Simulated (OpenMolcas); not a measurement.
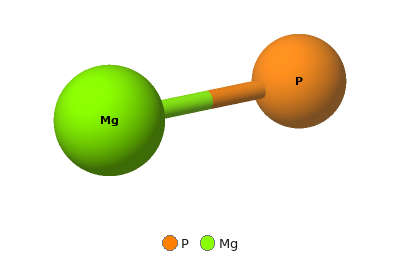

**Figure 1.** The molecule at the reference distance of 2.402 Å.

**Relativistic diatomic calculation for PMg⁻ (part 1 of 2)**

System: PMg⁻.
Method: SA-CASSCF(8,8)/XMS-CASPT2 + RASSI spin-orbit (X2C scalar, AMFI), ANO-RCC-VTZP (OpenMolcas).

### Input file
```
&GATEWAY
Coord
2
angstrom
P 0.0 0.0 0.0
Mg 0.0 0.0 2.4020
Basis=ANO-RCC-VTZP
Group=XY
RX2C
AMFI
ANGMom
0.0 0.0 0.0
RICD
&SEWARD
&GUESSORB
&RASSCF
FileOrb=$CurrDir/o52.orb
Symmetry=2
Spin=5
nActEl=8 0 0
Inactive=6 4
RAS2=4 4
CIRoot=8 8 1
Linear
Iterations=120 100
OrbListing=Nothing
PRWF=0.15
>>COPY $Project.RasOrb $CurrDir/o52.orb
>>COPY $Project.rasscf.h5 $CurrDir/r52.h5
&CASPT2
XMultistate=all
Imaginary=0.2
IPEA=0.25
MaxIter=40
>>COPY $Project.JobMix JOB001
&RASSCF
FileOrb=$CurrDir/o51.orb
Symmetry=1
Spin=5
nActEl=8 0 0
Inactive=6 4
RAS2=4 4
CIRoot=7 7 1
Linear
Iterations=120 100
OrbListing=Nothing
PRWF=0.15
>>COPY $Project.RasOrb $CurrDir/o51.orb
>>COPY $Project.rasscf.h5 $CurrDir/r51.h5
&CASPT2
XMultistate=all
Imaginary=0.2
IPEA=0.25
MaxIter=40
>>COPY $Project.JobMix JOB002
&RASSCF
CIOnly
FileOrb=$CurrDir/ref.orb
Symmetry=1
Spin=7
nActEl=8 0 0
Inactive=6 4
RAS2=4 4
CIRoot=1 1 1
Linear
Iterations=120 100
OrbListing=Nothing
PRWF=0.15
>>COPY $Project.RasOrb $CurrDir/o71.orb
>>COPY $Project.rasscf.h5 $CurrDir/r71.h5
&CASPT2
XMultistate=all
Imaginary=0.2
IPEA=0.25
MaxIter=40
>>COPY $Project.JobMix JOB003
&RASSCF
FileOrb=$CurrDir/o72.orb
Symmetry=2
Spin=7
nActEl=8 0 0
Inactive=6 4
RAS2=4 4
CIRoot=2 2 1
Linear
Iterations=120 100
OrbListing=Nothing
PRWF=0.15
>>COPY $Project.RasOrb $CurrDir/o72.orb
>>COPY $Project.rasscf.h5 $CurrDir/r72.h5
&CASPT2
XMultistate=all
Imaginary=0.2
IPEA=0.25
MaxIter=40
>>COPY $Project.JobMix JOB004
&RASSI
Nr of JobIphs=4 8 7 1 2
1 2 3 4 5 6 7 8
1 2 3 4 5 6 7
1
1 2
SpinOrbit
EJob
Omega
MEES
MESO
Properties=4
'AngMom' 3 'Mltpl  1' 1 'Mltpl  1' 2 'Mltpl  1' 3
Thrs=1.0d-4
>>COPY $Project.rassi.h5 $CurrDir/so.h5
```

The first orbital files come from an earlier step.

Hardware: 1 thread of Arm Neoverse V2, 24 GiB of memory available, shared host.

Run as:
```bash
pymolcas m.inp (one call a module block, same work directory)
```

### Output (extracts)
```
++    Wave function specifications:
      Number of closed shell electrons          20
      Number of electrons in active shells       8
      Number of inactive orbitals               10
      Number of active orbitals                  8
      Number of secondary orbitals              50
      Spin quantum number                      2.0
      State symmetry                             2
++    Orbital specifications:
      Symmetry species                           1   2
                                                 a   b
      Frozen orbitals                            0   0
      Inactive orbitals                          6   4
      Active orbitals                            4   4
      RAS2 orbitals                              4   4
      Secondary orbitals                        26  24
      Number of basis functions                 36  32
      printout of CI-coefficients larger than  0.15 for root  1
      energy=    -541.428893
      conf/sym  1111 2222     Coeff  Weight
             9  u220 uuu0  -0.20218 0.04088
            33  022u uuu0   0.96107 0.92366
      printout of CI-coefficients larger than  0.15 for root  2
      energy=    -541.428893
      conf/sym  1111 2222     Coeff  Weight
            10  u220 uu0u  -0.20218 0.04088
            34  022u uu0u   0.96107 0.92366
      printout of CI-coefficients larger than  0.15 for root  3
      energy=    -541.340316
      conf/sym  1111 2222     Coeff  Weight
            10  u220 uu0u  -0.25737 0.06624
           106  u2uu u200   0.91448 0.83628
      printout of CI-coefficients larger than  0.15 for root  4
      energy=    -541.340316
      conf/sym  1111 2222     Coeff  Weight
             9  u220 uuu0   0.25737 0.06624
           105  u2uu 2u00  -0.91448 0.83628
      printout of CI-coefficients larger than  0.15 for root  5
      energy=    -541.320411
      conf/sym  1111 2222     Coeff  Weight
             9  u220 uuu0  -0.30753 0.09457
            10  u220 uu0u   0.21378 0.04570
            65  02u2 uuu0   0.67139 0.45076
            66  02u2 uu0u  -0.46673 0.21784
           105  u2uu 2u00  -0.20400 0.04162
           106  u2uu u200   0.16086 0.02587
      printout of CI-coefficients larger than  0.15 for root  6
      energy=    -541.320411
      conf/sym  1111 2222     Coeff  Weight
             9  u220 uuu0  -0.21378 0.04570
            10  u220 uu0u  -0.30753 0.09457
            65  02u2 uuu0   0.46673 0.21784
            66  02u2 uu0u   0.67139 0.45076
           105  u2uu 2u00  -0.16086 0.02587
           106  u2uu u200  -0.20400 0.04162
      printout of CI-coefficients larger than  0.15 for root  7
      energy=    -541.282041
      conf/sym  1111 2222     Coeff  Weight
             9  u220 uuu0   0.68839 0.47389
            35  022u u0uu   0.43151 0.18620
            65  02u2 uuu0   0.36783 0.13530
           105  u2uu 2u00   0.21519 0.04631
           111  u2uu uud0   0.16611 0.02759
      printout of CI-coefficients larger than  0.15 for root  8
      energy=    -541.282041
      conf/sym  1111 2222     Coeff  Weight
            10  u220 uu0u   0.68839 0.47389
            36  022u 0uuu   0.43151 0.18620
            66  02u2 uu0u   0.36783 0.13530
           106  u2uu u200   0.21519 0.04631
           123  u2uu uu0d   0.16611 0.02759
      Natural orbitals and occupation numbers for root  1
      sym 1:   0.011788   1.995937   1.979634   0.996149
      sym 2:   1.004578   1.000505   0.996166   0.015242
      Natural orbitals and occupation numbers for root  2
      sym 1:   0.011788   1.995937   1.979634   0.996149
      sym 2:   1.000505   1.004578   0.015242   0.996166
      Natural orbitals and occupation numbers for root  3
      sym 1:   0.988302   1.990428   1.085074   0.922828
      sym 2:   0.995890   1.850622   0.017665   0.149190
      Natural orbitals and occupation numbers for root  4
      sym 1:   0.988302   1.990428   1.085074   0.922828
      sym 2:   1.850622   0.995890   0.149190   0.017665
      Natural orbitals and occupation numbers for root  5
      sym 1:   0.240317   1.994445   1.131432   1.522771
      sym 2:   1.069657   0.998182   0.930977   0.112219
      Natural orbitals and occupation numbers for root  6
      sym 1:   0.240317   1.994445   1.131432   1.522771
      sym 2:   0.998182   1.069657   0.112219   0.930977
      Natural orbitals and occupation numbers for root  7
      sym 1:   0.517523   1.991125   1.668607   0.752799
      sym 2:   1.071212   0.824627   0.928817   0.245288
      Natural orbitals and occupation numbers for root  8
      sym 1:   0.517523   1.991125   1.668608   0.752799
      sym 2:   0.824627   1.071212   0.245288   0.928817
      RASSCF energy for state  8                   -541.28204088
::    RASSCF root number  1 Total energy:   -541.42889345
::    RASSCF root number  2 Total energy:   -541.42889345
::    RASSCF root number  3 Total energy:   -541.34031563
::    RASSCF root number  4 Total energy:   -541.34031563
::    RASSCF root number  5 Total energy:   -541.32041104
::    RASSCF root number  6 Total energy:   -541.32041104
::    RASSCF root number  7 Total energy:   -541.28204089
::    RASSCF root number  8 Total energy:   -541.28204088
      Von Neumann Entropy (Root   1) =  2.11538
++    Wave function specifications:
      Number of closed shell electrons           6
      Number of electrons in active shells       8
      Number of inactive orbitals                3
      Number of active orbitals                  8
      Number of secondary orbitals              50
      Spin quantum number                      2.0
      State symmetry                             2
      Number of CSFs                           352
      Number of CASSCF root(s) available         8
      CASPT2 state passed to geometry opt.       8
      A file JOBMIX will be created
      This is a MULTI-STATE CASSCF reference
      Number of CI roots used                    8
      These are:                                 1   2   3   4   5   6   7   8
      Off-diagonal elements of Heff are computed
  FINAL CASPT2 RESULT:
      Reference energy:        -541.4288934476
      E2 (Non-variational):      -0.3155541236
      Shift correction:          -0.0039636489
      E2 (Variational):          -0.3195177725
      Total energy:            -541.7484112201
      Reference weight:           0.90498
  FINAL CASPT2 RESULT:
      Reference energy:        -541.4288934475
      E2 (Non-variational):      -0.3155541235
      Shift correction:          -0.0039636488
      E2 (Variational):          -0.3195177723
      Total energy:            -541.7484112197
      Reference weight:           0.90498
  FINAL CASPT2 RESULT:
      Reference energy:        -541.3403156303
      E2 (Non-variational):      -0.3193801093
      Shift correction:          -0.0042304124
      E2 (Variational):          -0.3236105216
      Total energy:            -541.6639261520
      Reference weight:           0.89834
  FINAL CASPT2 RESULT:
      Reference energy:        -541.3403156303
      E2 (Non-variational):      -0.3193801092
      Shift correction:          -0.0042304124
      E2 (Variational):          -0.3236105215
      Total energy:            -541.6639261518
      Reference weight:           0.89834
  FINAL CASPT2 RESULT:
      Reference energy:        -541.3204110372
      E2 (Non-variational):      -0.3011358864
      Shift correction:          -0.0033310653
      E2 (Variational):          -0.3044669517
      Total energy:            -541.6248779890
      Reference weight:           0.91250
  FINAL CASPT2 RESULT:
      Reference energy:        -541.3204110372
      E2 (Non-variational):      -0.3011358866
      Shift correction:          -0.0033310653
      E2 (Variational):          -0.3044669519
      Total energy:            -541.6248779891
      Reference weight:           0.91250
  FINAL CASPT2 RESULT:
      Reference energy:        -541.2820408851
      E2 (Non-variational):      -0.3037296463
      Shift correction:          -0.0049143576
      E2 (Variational):          -0.3086440039
      Total energy:            -541.5906848890
      Reference weight:           0.90353
  FINAL CASPT2 RESULT:
      Reference energy:        -541.2820408850
      E2 (Non-variational):      -0.3037296465
      Shift correction:          -0.0049143576
      E2 (Variational):          -0.3086440041
      Total energy:            -541.5906848892
      Reference weight:           0.90353
       Total XMS-CASPT2 energies:
::    XMS-CASPT2 Root  1     Total energy:   -541.74775343
::    XMS-CASPT2 Root  2     Total energy:   -541.74775343
::    XMS-CASPT2 Root  3     Total energy:   -541.66041977
::    XMS-CASPT2 Root  4     Total energy:   -541.66041977
::    XMS-CASPT2 Root  5     Total energy:   -541.62735360
::    XMS-CASPT2 Root  6     Total energy:   -541.62735360
::    XMS-CASPT2 Root  7     Total energy:   -541.59237346
::    XMS-CASPT2 Root  8     Total energy:   -541.59237346
++    Wave function specifications:
      Number of closed shell electrons          20
      Number of electrons in active shells       8
      Number of inactive orbitals               10
      Number of active orbitals                  8
      Number of secondary orbitals              50
      Spin quantum number                      2.0
      State symmetry                             1
      printout of CI-coefficients larger than  0.15 for root  1
      energy=    -541.402437
      conf/sym  1111 2222     Coeff  Weight
            42  0220 uuuu   0.18074 0.03267
           170  02uu u2u0   0.68630 0.47100
           172  02uu 2u0u  -0.68630 0.47100
      printout of CI-coefficients larger than  0.15 for root  2
      energy=    -541.389697
      conf/sym  1111 2222     Coeff  Weight
           169  02uu 2uu0  -0.17482 0.03056
           170  02uu u2u0   0.68253 0.46585
           172  02uu 2u0u   0.68253 0.46585
           173  02uu u20u   0.17482 0.03056
      printout of CI-coefficients larger than  0.15 for root  3
      energy=    -541.389697
      conf/sym  1111 2222     Coeff  Weight
           169  02uu 2uu0  -0.68253 0.46585
           170  02uu u2u0  -0.17482 0.03056
           172  02uu 2u0u  -0.17482 0.03056
           173  02uu u20u   0.68253 0.46585
      printout of CI-coefficients larger than  0.15 for root  4
      energy=    -541.389147
      conf/sym  1111 2222     Coeff  Weight
            13  u22u uu00  -0.67252 0.45229
           169  02uu 2uu0  -0.50906 0.25914
           173  02uu u20u  -0.50906 0.25914
      printout of CI-coefficients larger than  0.15 for root  5
      energy=    -541.378211
      conf/sym  1111 2222     Coeff  Weight
            13  u22u uu00  -0.71167 0.50647
           169  02uu 2uu0   0.48515 0.23537
           173  02uu u20u   0.48515 0.23537
      printout of CI-coefficients larger than  0.15 for root  6
      energy=    -541.332971
      conf/sym  1111 2222     Coeff  Weight
            42  0220 uuuu  -0.92221 0.85048
           178  02uu uudu  -0.20363 0.04146
           181  02uu uuud   0.16626 0.02764
      printout of CI-coefficients larger than  0.15 for root  7
      energy=    -541.282900
      conf/sym  1111 2222     Coeff  Weight
             1  22uu uu00   0.17789 0.03164
            15  u22u 0uu0  -0.19112 0.03653
            16  u22u u00u   0.19112 0.03653
            25  u2u2 uu00  -0.88872 0.78983
            75  u2u0 uu20   0.16053 0.02577
            86  u2u0 uu02   0.16053 0.02577
      Natural orbitals and occupation numbers for root  1
      sym 1:   0.006281   1.995405   1.033295   0.965287
      sym 2:   1.475950   1.475950   0.523915   0.523915
      Natural orbitals and occupation numbers for root  2
      sym 1:   0.002501   1.997483   1.001789   0.998744
      sym 2:   1.497240   1.497240   0.502502   0.502501
      Natural orbitals and occupation numbers for root  3
      sym 1:   0.002501   1.997483   1.001789   0.998744
      sym 2:   1.497240   1.497240   0.502502   0.502501
      Natural orbitals and occupation numbers for root  4
      sym 1:   0.475846   1.995402   1.455408   0.999609
      sym 2:   1.262353   1.262353   0.274514   0.274514
      Natural orbitals and occupation numbers for root  5
      sym 1:   0.524034   1.994501   1.508995   0.996473
      sym 2:   1.236553   1.236553   0.251445   0.251445
      Natural orbitals and occupation numbers for root  6
      sym 1:   0.017462   1.994552   1.841748   0.149034
      sym 2:   1.044736   1.044736   0.953866   0.953866
      Natural orbitals and occupation numbers for root  7
      sym 1:   0.996739   1.993754   1.062138   1.781030
      sym 2:   0.968457   0.968457   0.114712   0.114712
      RASSCF energy for state  7                   -541.28290048
::    RASSCF root number  1 Total energy:   -541.40243730
::    RASSCF root number  2 Total energy:   -541.38969662
::    RASSCF root number  3 Total energy:   -541.38969662
::    RASSCF root number  4 Total energy:   -541.38914653
::    RASSCF root number  5 Total energy:   -541.37821096
::    RASSCF root number  6 Total energy:   -541.33297126
::    RASSCF root number  7 Total energy:   -541.28290048
      Von Neumann Entropy (Root   1) =  2.68841
++    Wave function specifications:
      Number of closed shell electrons           6
      Number of electrons in active shells       8
      Number of inactive orbitals                3
      Number of active orbitals                  8
      Number of secondary orbitals              50
      Spin quantum number                      2.0
      State symmetry                             1
      Number of CSFs                           368
      Number of CASSCF root(s) available         7
      CASPT2 state passed to geometry opt.       7
      A file JOBMIX will be created
      This is a MULTI-STATE CASSCF reference
      Number of CI roots used                    7
      These are:                                 1   2   3   4   5   6   7
      Off-diagonal elements of Heff are computed
  FINAL CASPT2 RESULT:
      Reference energy:        -541.4024372959
      E2 (Non-variational):      -0.3082048766
      Shift correction:          -0.0026781572
      E2 (Variational):          -0.3108830338
      Total energy:            -541.7133203297
      Reference weight:           0.91406
  FINAL CASPT2 RESULT:
      Reference energy:        -541.3896966241
      E2 (Non-variational):      -0.3100331741
      Shift correction:          -0.0028086411
      E2 (Variational):          -0.3128418153
      Total energy:            -541.7025384394
      Reference weight:           0.91304
  FINAL CASPT2 RESULT:
      Reference energy:        -541.3896966241
      E2 (Non-variational):      -0.3101415482
      Shift correction:          -0.0028263094
      E2 (Variational):          -0.3129678577
      Total energy:            -541.7026644818
      Reference weight:           0.91283
  FINAL CASPT2 RESULT:
      Reference energy:        -541.3891465302
      E2 (Non-variational):      -0.3093652429
      Shift correction:          -0.0028619075
      E2 (Variational):          -0.3122271504
      Total energy:            -541.7013736806
      Reference weight:           0.91354
  FINAL CASPT2 RESULT:
      Reference energy:        -541.3782109573
      E2 (Non-variational):      -0.3220560543
      Shift correction:          -0.0044166469
      E2 (Variational):          -0.3264727012
      Total energy:            -541.7046836585
      Reference weight:           0.89726
  FINAL CASPT2 RESULT:
      Reference energy:        -541.3329712617
      E2 (Non-variational):      -0.3082310482
      Shift correction:          -0.0036430725
      E2 (Variational):          -0.3118741207
      Total energy:            -541.6448453825
      Reference weight:           0.90735
  FINAL CASPT2 RESULT:
      Reference energy:        -541.2829004798
      E2 (Non-variational):      -0.3104848041
      Shift correction:          -0.0063593500
      E2 (Variational):          -0.3168441542
      Total energy:     SPIN-FREE ENERGIES:
  (Shifted by EMIN (a.u.) =       -541.7477534292)
 SF State       Relative EMIN(au)   Rel lowest level(eV)    D:o, cm**(-1)      Abs_M
     1             0.0000000000        0.0000000000              0.0000         1.0
     2             0.0000000000        0.0000000000              0.0000         1.0
     9             0.0355685693        0.9678700773           7806.3986         0.0
    10             0.0366667757        0.9977537957           8047.4271         0.0
    11             0.0450826242        1.2267607011           9894.4923         2.0
    12             0.0452213130        1.2305346154           9924.9310         2.0
    13             0.0537471937        1.4625356471          11796.1455         0.0
     3             0.0873336637        2.3764700557          19167.5237         1.0
     4             0.0873336637        2.3764700557          19167.5237         1.0
    14             0.1017722138        2.7693630189          22336.4191         0.0
     5             0.1203998329        3.2762463561          26424.7089         1.0
     6             0.1203998329        3.2762463561          26424.7089         1.0
    16             0.1410354566        3.8377702839          30953.7048         0.0
    15             0.1470447083        4.0012903539          32272.5832         0.0
     8             0.1553799701        4.2281043801          34101.9616         1.0
     7             0.1553799701        4.2281043801          34101.9616         1.0
    17             0.1709057436        4.6505822015          37509.4751         1.0
    18             0.1709057783        4.6505831449          37509.4827         1.0
```

(Continued in part 2.) Outcome of the run: converged; whether the anion is bound against detachment isn't tested.
